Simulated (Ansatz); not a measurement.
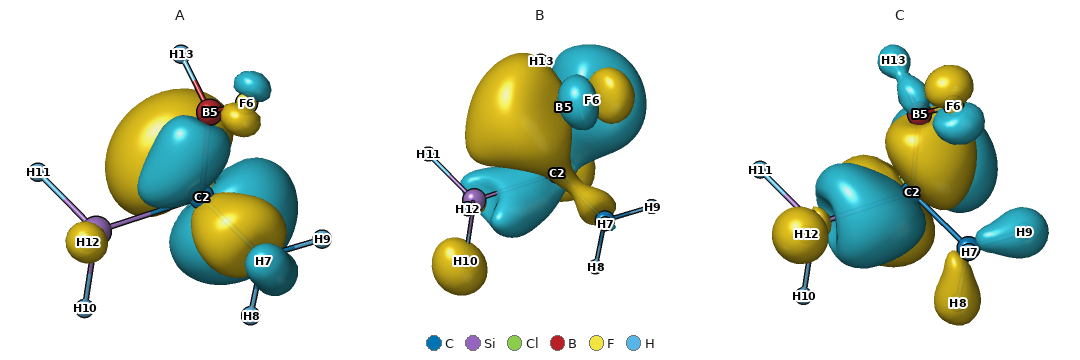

The picture shows: C₂H₇BClFSi (SMILES CC([SiH3])(Cl)BF). Three frontier orbitals at ±0.1 Å⁻³ᐟ² (yellow and cyan are the two phases), in no order.

All numbers below come from RKS PBE-D4/def2-SVP (Ansatz 0.2.0).

Input file:

```
crystal:
  periodic: [false, false, false]
  atoms:
    - { symbol: C, position_ang: [-0.9899, -0.1939, -1.05] }
    - { symbol: C, position_ang: [-0.3419, 0.231, 0.2435] }
    - { symbol: Si, position_ang: [0.7805, -1.1404, 0.7786] }
    - { symbol: Cl, position_ang: [-1.4849, 0.4978, 1.5157] }
    - { symbol: B, position_ang: [0.5118, 1.5674, 0.0386] }
    - { symbol: F, position_ang: [1.562, 1.655, -0.9342] }
    - { symbol: H, position_ang: [-0.2717, -0.3267, -1.8684] }
    - { symbol: H, position_ang: [-1.5981, -1.0578, -0.9277] }
    - { symbol: H, position_ang: [-1.7241, 0.6779, -1.3429] }
    - { symbol: H, position_ang: [0.042, -2.3745, 1.0192] }
    - { symbol: H, position_ang: [1.4586, -0.7645, 2.075] }
    - { symbol: H, position_ang: [1.8534, -1.3649, -0.2238] }
    - { symbol: H, position_ang: [0.2228, 2.5587, 0.6912] }
basis:
  gaussian: { orbitals: def2-SVP }
hamiltonian:
  xc: pbe
  dispersion: d4
relax:
  f_tol: 0.015
  max_steps: 40
output:
  orbitals: {}
```

Launched as:

```sh
ansatz run input.yaml --threads 2 --pin off --max-ram 3072MiB --backend cpu --events-out ev --progress --plain --runs-dir out
```

The fields are those of the relaxed geometry.

> Which picture is the HOMO−1, the HOMO and the LUMO?

A is the HOMO−1 (−7.09 eV). It lies mainly on Cl4 (about 75 %) and C2 (about 5 %); largely a lone pair of Cl4. C is the HOMO (−6.51 eV). By Hirshfeld shares it lies mainly on Cl4 (about 55 %), C2 (about 20 %), Si3 (about 10 %) and B5 (about 5 %). B is the LUMO (−2.17 eV). It lies mainly on B5 (about 45 %), F6 (about 10 %), C2 (about 10 %), Si3 (about 10 %) and Cl4 (about 10 %).

> What is the HOMO–LUMO gap?

4.34 eV between the orbital energies.
